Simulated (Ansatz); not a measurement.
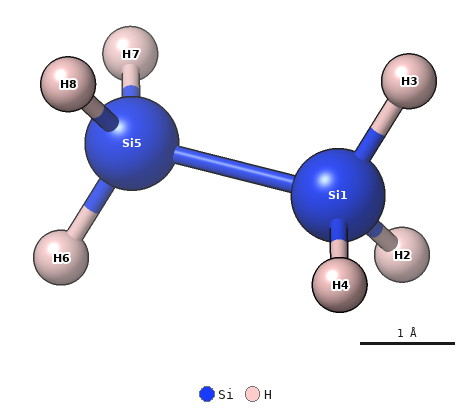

Figure 1. The structure as given in the input (ball-and-stick view, seen at a tilt; atoms are numbered from 1 in the order of the input). Bond lengths as drawn: H–Si 1.49 Å and Si–Si 2.34 Å.

## Si2H6: single-point calculation

- system: Si2H6
- method: RKS PBE-D4/def2-TZVPP (Ansatz 0.2.0)

The geometry comes from this level: PBE0-D4/def2-TZVP.

**Output**
```
Functional definition: PBE
  name "PBE"
  cite "Perdew, Burke & Ernzerhof, Phys. Rev. Lett. 77, 3865 (1996) doi:10.1103/PhysRevLett.77.3865"
  parent pbe
  parameter kappa = 0.804
  parameter beta = 0.06672455060314922
  exchange = pbe_x(kappa = kappa, mu = beta*pi^2/3)
  correlation = pbe_c(beta = beta)
930 factors; their error is unknown
mean field evaluation 1: about -15843.1704 eV, gradient 1.8e1 eV
mean field evaluation 2: about -15844.1552 eV, gradient 9.8e0 eV
mean field evaluation 4: about -15844.5105 eV, gradient 5.2e-1 eV
mean field evaluation 8: about -15844.4774 eV, gradient 6.1e-3 eV
mean field -15844.47742716 eV, -582.2738056755 hartree, gradient 1.8e-5 eV, S^2 0.000000; 0 other end points of the search recorded, 0 dependent functions left out
reference -15844.47747078 eV, -582.2738072785 hartree; 17, 17 occupied and 151, 151 virtual orbitals, 930 factors
Total energy: -15844.60727059 eV, -582.2785773336 hartree
```

This output came from the following input.

**Input file**
```yaml
crystal:
  periodic: [false, false, false]
  atoms:
    - {symbol: Si, position_ang: [-0.212352, 0.199866, -1.346327]}
    - {symbol: H, position_ang: [1.139469, 0.250381, -1.965187]}
    - {symbol: H, position_ang: [-1.211587, -0.092854, -2.408798]}
    - {symbol: H, position_ang: [-0.517561, 1.532674, -0.760258]}
    - {symbol: Si, position_ang: [-0.285113, -1.449051, 0.310270]}
    - {symbol: H, position_ang: [0.714143, -1.157094, 1.372941]}
    - {symbol: H, position_ang: [0.018765, -2.782384, -0.275313]}
    - {symbol: H, position_ang: [-1.637133, -1.497972, 0.928865]}
basis:
  gaussian: {orbitals: def2-TZVPP}
hamiltonian: {xc: pbe, dispersion: d4}
```

Launch command:
```bash
ansatz run in.yaml --threads 4 --pin off --events-out ev --progress --plain --max-ram 9574MiB
```

**Summary**

- outcome: converged
- total energy: −15844.6073 eV
- mean-field energy: −15844.4775 eV
- dispersion energy: −0.1298 eV
- SCF solution under orbital rotations: stable
- hardware: 4 threads of Intel Xeon @ 2.50GHz, 180 GiB of memory available, shared host
- wall time: 1.4 s (CPU time 4.1 s)
- peak memory: 0.45 GiB
